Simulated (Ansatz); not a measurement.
# LiMgOF (P4/nmm): converging the G0W0 gap

Aim: see how the G0W0 gap of LiMgOF (P4/nmm) on LDA moves with empty bands and screening cutoff, and what each rung costs.

Calculated with Ansatz 0.2.0; G0W0 on LDA, plane waves, PAW; PAW set soft_1.

The structure was built from a prototype and need not be the compound's stable phase.

### Step 1. Set-up

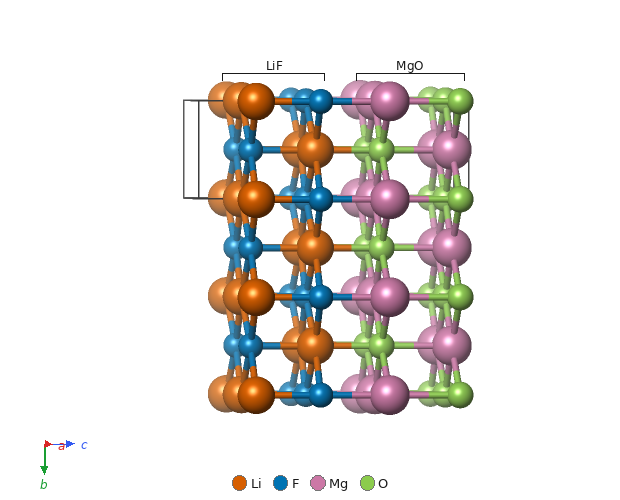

The cell as given, from the side, with the c axis across the page (lithium orange, fluorine blue, magnesium pink, oxygen green). 2×3×1 cells are drawn. Some periodic images of atoms are drawn too.

Coordinates:

```cif
data_structure
_symmetry_space_group_name_H-M 'P4/nmm:1'
_symmetry_Int_Tables_number 129
_cell_length_a 2.8875
_cell_length_b 2.8875
_cell_length_c 8.0596
_cell_angle_alpha 90.000
_cell_angle_beta 90.000
_cell_angle_gamma 90.000
_cell_volume 67.20
loop_
_atom_site_label
_atom_site_type_symbol
_atom_site_symmetry_multiplicity
_atom_site_Wyckoff_symbol
_atom_site_fract_x
_atom_site_fract_y
_atom_site_fract_z
_atom_site_occupancy
Li1 Li 2 c 0.50000 0.00000 0.87725 1
F1 F 2 c 0.00000 0.50000 0.88391 1
Mg1 Mg 2 c 0.50000 0.00000 0.37144 1
O1 O 2 c 0.00000 0.50000 0.36783 1
```

The structure was relaxed with LDA. The runs that relaxed it are not among those shown.

### Step 2. 44 empty bands, screening to 44 eV

Now the one-shot GW correction: screening in the RPA, then the self-energy of the levels asked for. This step takes PAW set soft_1 files.

The input, input.yaml:

```yaml
crystal:
  lattice:
    - [2.8874923746, 0.0, 0.0]
    - [0.0, 2.8874923746, 0.0]
    - [0.0, 0.0, 8.0596493029]
  atoms:
    - { symbol: Li, position: [0.0, 0.0, 0.1215220512] }
    - { symbol: F, position: [0.5, 0.5, 0.1281838051] }
    - { symbol: Li, position: [0.5, 0.5, 0.3670237787] }
    - { symbol: F, position: [0.0, 0.0, 0.3603601949] }
    - { symbol: Mg, position: [0.0, 0.0, 0.6157129938] }
    - { symbol: O, position: [0.5, 0.5, 0.6121030319] }
    - { symbol: Mg, position: [0.5, 0.5, 0.8728317011] }
    - { symbol: O, position: [0.0, 0.0, 0.8764405536] }
kpoints:
  mp_grid: { grid: [6, 6, 2] }
hamiltonian:
  xc: lda
  pseudopotentials: { kind: paw, azcp: { folder: soft_1 }, xc_functional: pbe }
scf:
  occupations: { method: fixed }
gw:
  n_empty_bands: 44
  ecut_chi: 44
  qp_bands: [v2, c2]
  qp_kpoints: band_edges
  screening: { model: contour_deformation }
```

Started as:

```
$ ansatz run input.yaml --threads 4 --pin off --max-ram 17510MiB --backend cpu --events-out ev --progress --plain --runs-dir out
```

Numbers of over 12 decimals in the logs are rounded to 6 here.

Output:

```text
Warning: the atoms were moved onto the symmetric positions of the space group found under crystal.symmetry.tolerance 1.0e-5 (fractional; no operation is sought that the atoms, as they stand in a round, miss by more than twice it, and no atom is moved by as much as it), and the run uses the moved positions. Before a round's move an operation carried an atom to 1.05e-5 Å from where it should land, the largest such dist [...]
Engine: ansatz 0.2.0, aarch64-unknown-linux-gnu
Pseudopotentials: kind: paw
Pseudopotential: Li, paw, valence charge 3, recommended cutoff 420 eV (normal), soft_1/Li.paw.azcp
Pseudopotential: F, paw, valence charge 7, recommended cutoff 420 eV (normal), soft_1/F.paw.azcp
Pseudopotential: Mg, paw, valence charge 10, recommended cutoff 420 eV (normal), soft_1/Mg.paw.azcp
Pseudopotential: O, paw, valence charge 6, recommended cutoff 420 eV (normal), soft_1/O.paw.azcp
Functional definition: SPW92
  exchange = slater_x
  correlation = pw_c
Crystal: 8 atoms, lattice volume = 67.198 Å³
Basis set: ecut = 420 eV, 1295 PW (Γ)
Bands: 34, of which v1, the nominal top of the filled ones, is band 26 counted from 1 (25 counted from 0)
Symmetry: 16 space group operations
Space group: P4/nmm (ITA 129), of the structure as read, at distance tolerance 4.1e-5 Å
k-points: 20 of 72
Non-local potential: Li, projectors of the file, l = 0: 3, l = 1: 2, l = 2: 1
Non-local potential: F, projectors of the file, l = 0: 2, l = 1: 2, l = 2: 1
Non-local potential: Mg, projectors of the file, l = 0: 3, l = 1: 2, l = 2: 1
Non-local potential: O, projectors of the file, l = 0: 2, l = 1: 2, l = 2: 1
PAW form: soft (Blöchl's): semilocal exchange-correlation on the pseudo side does not see the compensation charge
PAW frozen core: F, regenerated for the run's functional, and the local potential with it (the file was generated under x = pbe(κ = 0.804, μ = 0.219515), c = pbe(β = 0.066725))
PAW frozen core: Mg, regenerated for the run's functional, and the local potential with it (the file was generated under x = pbe(κ = 0.804, μ = 0.219515), c = pbe(β = 0.066725))
PAW frozen core: O, regenerated for the run's functional, and the local potential with it (the file was generated under x = pbe(κ = 0.804, μ = 0.219515), c = pbe(β = 0.066725))
PAW one-centre angular grid: Li, 110 points (default); XC on 64 Gauss nodes
PAW one-centre angular grid: F, 110 points (default); XC on 64 Gauss nodes
PAW one-centre angular grid: Mg, 110 points (default); XC on 64 Gauss nodes
PAW one-centre angular grid: O, 110 points (default); XC on 64 Gauss nodes
Initial density: superposition of atomic densities (chi_scale 0.1, normalization cell, long waves of neutral atoms (reshape's long-wave potential 3.64 eV rms, cloud 2.07 Å wide))
Initial wavefunctions: pseudopotential atomic-orbital guess
Functional: x = slater, c = lda
SCF iter   1: F=—  HF=-6921.875510 eV  |F-HF|=—  |Δ(HF+E_count)|=         —  Δρ=1.71e-1  dr2=1.70e1  ethr=3.10e-3  ⟨swp⟩=4.8  Hψ=2707  notcnv=0  defer=115
preconditioner: auto → Resta (q_TF=auto, 2.614 Å⁻¹)  ε∞=3.4  [insulator: Δε(μ)=3.077 eV  Ē_g=16.651 eV  n_scr=18 (ndim 8)  ℏωp=25.6 eV  f_vac=0.000  ε∞_Penn≈3.4]
SCF iter   2: F=—  HF=-6917.768770 eV  |F-HF|=—  |Δ(HF+E_count)|=    4.11e0  Δρ=6.49e-2  dr2=1.74e0  ethr=3.10e-3  ⟨swp⟩=3.5  Hψ=1444  notcnv=0  defer=112
SCF iter   3: F=—  HF=-6917.448953 eV  |F-HF|=—  |Δ(HF+E_count)|=   3.20e-1  Δρ=2.71e-2  dr2=5.68e-1  ethr=3.10e-3  ⟨swp⟩=2.1  Hψ=1045  notcnv=0  defer=106
SCF iter   4: F=—  HF=-6917.340324 eV  |F-HF|=—  |Δ(HF+E_count)|=   1.09e-1  Δρ=1.37e-2  dr2=1.37e-1  ethr=1.09e-3  ⟨swp⟩=2.3  Hψ=829  notcnv=0  defer=113
SCF iter   5: F=—  HF=-6917.289576 eV  |F-HF|=—  |Δ(HF+E_count)|=   5.07e-2  Δρ=2.71e-3  dr2=1.02e-2  ethr=2.64e-4  ⟨swp⟩=2.7  Hψ=1204  notcnv=0  defer=118
SCF iter   6: F=—  HF=-6917.285445 eV  |F-HF|=—  |Δ(HF+E_count)|=   4.13e-3  Δρ=6.92e-4  dr2=3.75e-4  ethr=1.97e-5  ⟨swp⟩=2.9  Hψ=1154  notcnv=0  defer=120
SCF iter   7: F=—  HF=-6917.285316 eV  |F-HF|=—  |Δ(HF+E_count)|=   1.29e-4  Δρ=4.07e-4  dr2=6.70e-5  ethr=7.22e-7  ⟨swp⟩=2.2  Hψ=944  notcnv=0  defer=120
SCF iter   8: F=—  HF=-6917.285299 eV  |F-HF|=—  |Δ(HF+E_count)|=   1.75e-5  Δρ=5.12e-5  dr2=1.29e-6  ethr=1.29e-7  ⟨swp⟩=2.0  Hψ=914  notcnv=0  defer=118
SCF iter   9: F=-6917.285299 eV  HF=-6917.285299 eV  |F-HF|=3.85e-9  |Δ(HF+E_count)|=   4.09e-8  Δρ=6.44e-6  dr2=2.74e-8  ethr=1.92e-10  ⟨swp⟩=8.7  Hψ=3090  notcnv=0
SCF 1 converged in 9 iterations: F = -6917.285299 eV  dr2 = 2.74e-8
  greatest PAW one-centre occupation: 1.000 electrons in one spin orbital (limit 2), on the Mg atom at site 6 (counted from 0), in its partial waves of l = 1
NSCF: frozen V_eff on 20 k-points
G₀W₀ screening: q 1/20
[... further progress lines ...]
SCF converged after 9 iterations
Free energy (F): -6917.285299 eV
Harris-Foulkes:  -6917.285299 eV  (|F-HF|=3.85e-9)
Internal energy: -6917.285299 eV  (E = F + TS)
E sigma→0 (E₀):  -6917.285299 eV
Fermi energy:    5.941603 eV
--- Per-component energies (eV) ---
  E_band       = -828.580169
  E_kinetic    = 917.476325
  E_local      = -5063.407090  (includes V_loc(G=0)·N_el)
  E_nonlocal   = 639.668580
  E_hartree    = 1755.721571
  E_xc         = -369.839723
  E_vxc        = -478.210433  (∫ρ·V_xc dr)
  E_paw        = -1289.669920  (= ΣΔE_a)
  E_vpaw       = -355.550469  (= ΣTr[D̂ρ^β])
  E_aug_tail   = 0.003540  (compensation charges beyond the density's cutoff)
  E_ewald      = -3507.959886
  E_core_change = 0.721305  (= ΣΔE_core)
  E_smearing   = -0.000000  (= −TS)
  E_closure    = 0.000000  (closes the sum)
  Σ components = -6917.285299   (vs F -6917.285299, Δ=0.00e0)
--- Band table (eV; the first three rows and the last of 20) ---
  k-point 0: bands = [... 22 lower, 5.2843, 5.2906, 5.9416, 5.9416, 11.7039, 14.6000, 14.7910, 16.1560, ... 4 higher]
  k-point 1: bands = [... 22 lower, 5.2921, 5.2921, 5.9351, 5.9351, 12.2743, 13.0104, 16.2300, 16.3579, ... 4 higher]
  k-point 2: bands = [... 22 lower, 5.1245, 5.3277, 5.4314, 5.8971, 12.5346, 14.7025, 14.7820, 16.7478, ... 4 higher]
  k-point 19: bands = [... 22 lower, 3.9959, 3.9959, 4.9281, 4.9281, 15.9338, 15.9338, 17.1779, 17.1779, ... 4 higher]
--- G₀W₀: contour deformation, 5 samples at zero and on the imaginary axis and 2 off it, 72 q-points, 44 empty bands' worth ---
  eigenvalues of the whole cell's RPA ε∞ on this k-mesh (on a slab, of 1 + 4πα/V) = 2.4802, 2.5930, 2.5930; static W/v taken at q = 0 is 0.391773
  gw.qp_kpoints: band_edges: 10 of 20 stored k-points solved, in 1 pass; an edge of the gap read off the rows below is read off those points alone
    valence top: of the k-points left out ik 11 came nearest to being solved in a further pass, in band 26 (counted from 1, as in the quasiparticle table): it holds the edge there only if its correction is more favourable than any solved in that band by at least 0.506 eV; those differ by 0.094 eV
    conduction bottom: of the k-points left out ik 11 came nearest to being solved in a further pass, in band 27 (counted from 1, as in the quasiparticle table): it holds the edge there only if its correction is more favourable than any solved in that band by at least 2.597 eV; those differ by 0.400 eV
    ik  band        ε_KS         Σx   Σc(E_QP)       V_xc       Z   E_QP_lin       E_QP  E_QP is
     0    25      5.9416   -26.4990     4.4890   -20.9967  0.8124     4.9194     4.9282  root
     0    26      5.9416   -26.4990     4.4890   -20.9967  0.8124     4.9194     4.9282  root
     0    27     11.7039    -9.5715    -3.4808   -14.9351  0.8664    13.6075    13.5866  root
     0    28     14.6000   -10.7541    -3.6395   -16.7790  0.8514    17.0291    16.9853  root
     1    25      5.9351   -26.4585     4.4884   -20.9584  0.8123     4.9145     4.9234  root
     1    26      5.9351   -26.4585     4.4884   -20.9584  0.8123     4.9145     4.9234  root
     1    27     12.2743   -10.6762    -3.4429   -16.0954  0.8603    14.2745    14.2507  root
     1    28     13.0104    -9.3956    -3.4511   -14.9738  0.8642    15.1669    15.1374  root
     2    25      5.4314   -25.7393     4.4792   -20.1257  0.8112     4.2852     4.2970  root
     2    26      5.8971   -26.4086     4.5055   -20.8894  0.8119     4.8745     4.8834  root
     2    27     12.5346    -9.9863    -3.4313   -15.4423  0.8623    14.5848    14.5592  root
     2    28     14.7025    -9.7849    -3.6635   -15.7987  0.8538    17.0949    17.0528  root
     3    25      5.5092   -26.0705     4.4917   -20.4310  0.8118     4.3496     4.3614  root
     3    26      5.8940   -26.3848     4.5053   -20.8668  0.8118     4.8723     4.8813  root
     3    27     12.9850   -10.6047    -3.4717   -16.1656  0.8571    15.1024    15.0742  root
     3    28     13.2610    -8.8645    -3.5076   -14.5329  0.8652    15.4528    15.4218  root
     4    25      5.4456   -25.9815     4.5775   -20.3222  0.8089     4.3530     4.3638  root
     4    26      5.7742   -26.1933     4.5392   -20.6346  0.8107     4.7454     4.7546  root
     4    27     13.8447    -7.9752    -3.5528   -13.8112  0.8659    16.1636    16.1278  root
     4    28     14.2273    -7.1231    -3.6364   -12.9652  0.8656    16.4662    16.4331  root
     5    25      5.4444   -25.9790     4.5769   -20.3203  0.8089     4.3518     4.3625  root
     5    26      5.7757   -26.1975     4.5400   -20.6379  0.8107     4.7469     4.7561  root
     5    27     13.5780    -7.3148    -3.5809   -13.0874  0.8690    15.8014    15.7697  root
     5    28     14.1723    -9.1714    -3.6424   -15.0494  0.8565    16.4434    16.4078  root
[...]
8    25      5.3568   -26.0360     4.5306   -20.3793  0.8100     4.2190     4.2307  root
     8    26      5.5684   -25.8305     4.5084   -20.2301  0.8107     4.4656     4.4764  root
     8    27     13.2503   -10.1199    -3.4564   -15.7339  0.8596    15.4389    15.4079  root
     8    28     15.0436    -9.5972    -3.7051   -15.7074  0.8525    17.4947    17.4487  root
     9    25      5.3387   -25.9067     4.5229   -20.2628  0.8097     4.2061     4.2177  root
     9    26      5.6265   -26.1046     4.5216   -20.4777  0.8113     4.5102     4.5211  root
     9    27     13.6877   -10.6989    -3.5186   -16.4338  0.8534    15.9379    15.9039  root
     9    28     13.6966    -8.9481    -3.5376   -14.7201  0.8637    15.9653    15.9309  root
```

Wall time 17 s (4 threads of Arm Neoverse V2, shared host); peak memory 0.34 GiB; 55 s of CPU time.

This step gave:

| Property | Result |
| --- | --- |
| bands summed | 70 |
| RPA ε∞ on this mesh (eigenvalues) | 2.480, 2.593, 2.593 |
| plane waves in the screening matrix | 49 |
| q-points in the mesh | 72 |
| G0W0 gap on the mesh | 8.658 eV |
| k of the valence top | 0, 0, 0 |
| k of the conduction bottom | 0, 0, 0 |
| starting gap on the mesh | 5.762 eV |
| Z at the valence top | 0.8124 |
| Z at the conduction bottom | 0.8664 |
| least direct G0W0 gap on the computed points | 8.658 eV |

The gap on the mesh goes from 5.76 eV to 8.66 eV, a correction of +2.90 eV. Between the two edge states, bare exchange in place of the xc potential would open the gap by 10.87 eV, and correlation takes back 7.97 eV.

### Step 3. 176 empty bands, screening to 110 eV

Bands and screening cutoff are moved together, since each hides the error of the other.

input.yaml, as its differences from that of step 2:

```diff
@@ -22,4 +22,4 @@
 gw:
-  n_empty_bands: 44
-  ecut_chi: 44
+  n_empty_bands: 176
+  ecut_chi: 110.0
   qp_bands: [v2, c2]
```

Output:

```text
[...]
Crystal: 8 atoms, lattice volume = 67.198 Å³
Basis set: ecut = 420 eV, 1295 PW (Γ)
Bands: 34, of which v1, the nominal top of the filled ones, is band 26 counted from 1 (25 counted from 0)
[... 1 set-up line as in the run before ...]
[...]
k-points: 20 of 72
[...]
SCF iter   1: F=—  HF=-6921.875510 eV  |F-HF|=—  |Δ(HF+E_count)|=         —  Δρ=1.71e-1  dr2=1.70e1  ethr=3.10e-3  ⟨swp⟩=4.8  Hψ=2707  notcnv=0  defer=115
[...]
SCF iter   9: F=-6917.285299 eV  HF=-6917.285299 eV  |F-HF|=3.85e-9  |Δ(HF+E_count)|=   4.09e-8  Δρ=6.44e-6  dr2=2.74e-8  ethr=1.92e-10  ⟨swp⟩=8.7  Hψ=3090  notcnv=0
SCF 1 converged in 9 iterations: F = -6917.285299 eV  dr2 = 2.74e-8
[...]
NSCF: frozen V_eff on 20 k-points
G₀W₀ screening: q 1/20
[... further progress lines ...]
SCF converged after 9 iterations
Free energy (F): -6917.285299 eV
[...]
Internal energy: -6917.285299 eV  (E = F + TS)
E sigma→0 (E₀):  -6917.285299 eV
Fermi energy:    5.941603 eV
[...]
--- Band table (eV; the first three rows and the last of 20) ---
  k-point 0: bands = [... 22 lower, 5.2843, 5.2906, 5.9416, 5.9416, 11.7039, 14.6000, 14.7910, 16.1560, ... 4 higher]
  k-point 1: bands = [... 22 lower, 5.2921, 5.2921, 5.9351, 5.9351, 12.2743, 13.0104, 16.2300, 16.3579, ... 4 higher]
  k-point 2: bands = [... 22 lower, 5.1245, 5.3277, 5.4314, 5.8971, 12.5346, 14.7025, 14.7820, 16.7478, ... 4 higher]
  k-point 19: bands = [... 22 lower, 3.9959, 3.9959, 4.9281, 4.9281, 15.9338, 15.9338, 17.1779, 17.1779, ... 4 higher]
[...]
0    25      5.9416   -26.4990     4.2257   -20.9967  0.8022     4.6516     4.6649  root
     0    26      5.9416   -26.4990     4.2257   -20.9967  0.8022     4.6516     4.6649  root
     0    27     11.7039    -9.5715    -3.7127   -14.9351  0.8609    13.3692    13.3547  root
     0    28     14.6000   -10.7541    -3.9580   -16.7790  0.8439    16.6965    16.6669  root
     1    25      5.9351   -26.4585     4.2226   -20.9584  0.8022     4.6442     4.6576  root
     1    26      5.9351   -26.4585     4.2226   -20.9584  0.8022     4.6442     4.6576  root
     1    27     12.2743   -10.6762    -3.6752   -16.0954  0.8530    14.0350    14.0183  root
     1    28     13.0104    -9.3956    -3.7335   -14.9738  0.8591    14.8752    14.8550  root
[...]
9    25      5.3387   -25.9067     4.2682   -20.2628  0.8010     3.9463     3.9629  root
     9    26      5.6265   -26.1046     4.2715   -20.4777  0.8014     4.2554     4.2711  root
     9    27     13.6877   -10.6989    -3.8210   -16.4338  0.8458    15.6245    15.6015  root
     9    28     13.6966    -8.9481    -3.8188   -14.7201  0.8586    15.6737    15.6497  root
```

Run time: 80 s. Hardware: 4 threads; peak memory 0.6 GiB; 4.9 min of CPU time.

This step gave:

```yaml
bands_summed: 202
rpa_eps_infinity_on_this_mesh_eigenvalues: 2.480, 2.589, 2.589
plane_waves_in_the_screening_matrix: 185
q_points_in_the_mesh: 72
g0w0_gap_on_the_mesh: 8.690 eV
k_of_the_valence_top: 0, 0, 0
k_of_the_conduction_bottom: 0, 0, 0
starting_gap_on_the_mesh: 5.762 eV
z_at_the_valence_top: 0.8022
z_at_the_conduction_bottom: 0.8609
least_direct_g0w0_gap_on_the_computed_points: 8.690 eV
```

Against the run with 6×6×2 mesh, 44 empty bands, screening to 44 eV, PAW set soft_1 files, the gap moves by +0.03 eV.

### Step 4. Convergence and cost

Times are wall times on 4 threads of Arm Neoverse V2, shared host, good to a factor of about two.

```
 mesh           files            frequency  bands summed  cutoff (eV)  start (eV)  G0W0 (eV)  time  host memory (GiB)
6×6×2  PAW set soft_1  contour deformation            70           44       5.762      8.658  17 s               0.34
6×6×2  PAW set soft_1  contour deformation           202          110       5.762      8.690  80 s               0.60
```

How the two edges are built up, in eV (the quasiparticle level is the starting level plus Σx plus Σc less Vxc):

```
      run               edge  start      Σx     Σc     Vxc     Z     QP
 70 bands        valence top   5.94  -26.50   4.49  -21.00  0.81   4.93
 70 bands  conduction bottom  11.70   -9.57  -3.48  -14.94  0.87  13.59
202 bands        valence top   5.94  -26.50   4.23  -21.00  0.80   4.66
202 bands  conduction bottom  11.70   -9.57  -3.71  -14.94  0.86  13.35
```

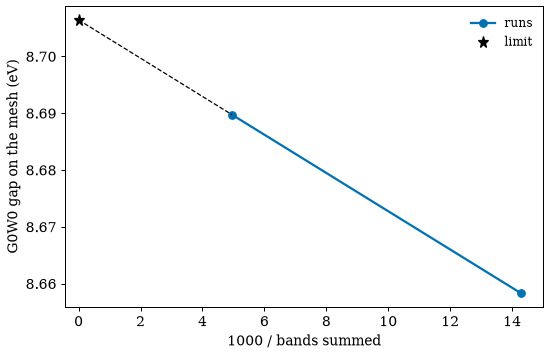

The gap against one over the number of bands; the dashed line carries the two highest rungs to the limit.

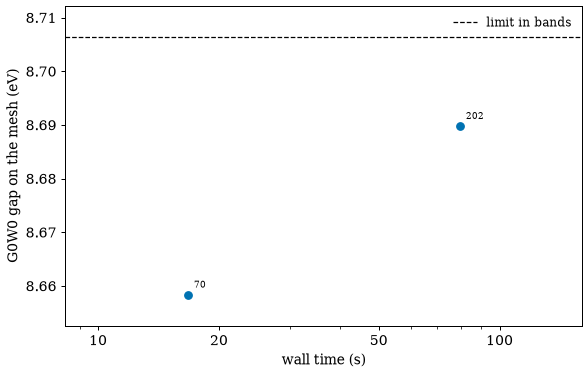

Result against wall time.

### Step 5. What came out

- 70 bands, 44 eV: 8.658 eV
- 202 bands, 110 eV: 8.690 eV
- estimated limit in bands and cutoff: 8.71 eV
- mesh and start: 6×6×2, LDA

A line in one over the bands through the two rungs gives 8.71 eV, +0.02 eV from the top rung; with two points alone it is an unchecked estimate. The rungs stand 0.05 eV (70 bands) and 0.02 eV (202 bands) from it. From 70 to 202 bands the gap moves by +0.03 eV while the time grows 4.8-fold. Σc changes by −0.26 eV at the valence top and −0.23 eV at the conduction bottom, so the levels themselves move more than the gap between them. The 6×6×2 mesh is coarse for this cell (its supercell is 16 Å along the shortest edge). The RPA ε∞ on it, from the LDA start, is 2.48 and 2.59; such meshes misread the long-range screening, most where the gap is narrow.

[Paths, hosts, dates, memory and timing lines, banners, echoed tables and standing remarks are left out of the program output.]

[Logs are printed without paths, hosts, clocks, repeated set-up lines and the standing remarks that a program may print on its own settings, such as how far it seeks lower states.]

[Runs of the session that timed out or met a known fault of the program may be left out.]

[Cells called generated may have been cut or substituted from an entry of the Crystallography Open Database or the Materials Project.]

[Hosts, paths, dates, database ids (printed as entryN), source tags and the programs' standing remarks are cut or masked in the printed files.]
